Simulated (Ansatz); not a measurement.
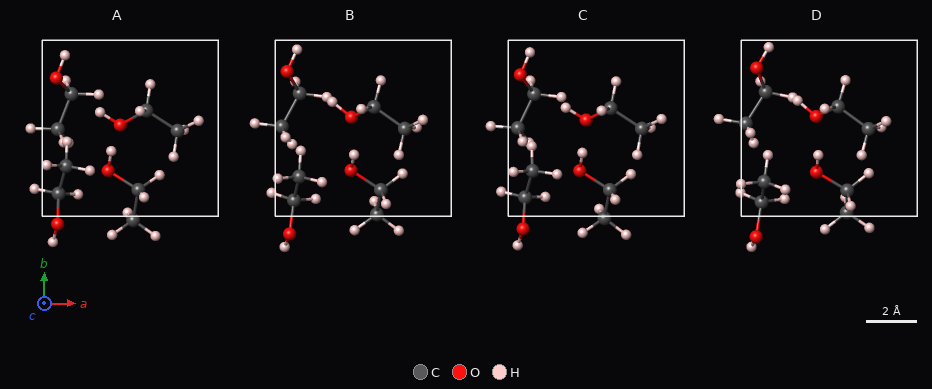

4 geometries from one relaxation of an amorphous cell of composition H6C2O, in shuffled order. The picture is a ball-and-stick view of the cell of the calculation, seen along the c axis.

The cell holds 4 CH3CH2OH. The run prepares the start of a later molecular dynamics calculation, from a guessed geometry.

All numbers below come from DFT PBE-D3(BJ), scalar-relativistic, plane waves, PAW (Ansatz 0.2.0). Settings: plane-wave cutoff 420 eV; k-point mesh 1 × 1 × 1; occupations fermi dirac; smearing width 0.02 eV; no spin polarisation; atoms relaxed in a fixed cell; force threshold 0.3 eV/Å; at most 15 steps.

Put them in the order of the run, from the start to the converged end.

A, C, B, D. They are steps 0, 2, 6, 9, at +38.8 meV per atom, +17.2 meV per atom, +4.9 meV per atom relative to the last. An H atom moves most: 1.02 Å along [2 2 1]. Largest moves by element: H 1.02 Å, O 0.81 Å, C 0.74 Å. The cell stays as it was. Some distances before and after: C–O 1.427 → 1.447 Å, H–O 0.971 → 0.988 Å, C–C 1.512 → 1.525 Å, C–H 1.099 → 1.106 Å. Bond angles that change, for instance: C–O–H 107.7° → 103.2°, C–C–O 107.1° → 110.1°. The energy falls by 38.8 meV per atom in 7 accepted moves (9 points after the start). The largest force component goes from 0.73 to 0.29 eV/Å. 2 steps only repeated the SCF at the same geometry. Cost: 14 s on 1 thread of Intel(R) Xeon(R) Platinum 8488C (Sapphire Rapids) (shared host), peak memory 0.45 GiB.

Limits of the set-up: the program's low-accuracy preset was used; the periodic images lie only 7.0 Å apart, so the values are limited by the cell's size.
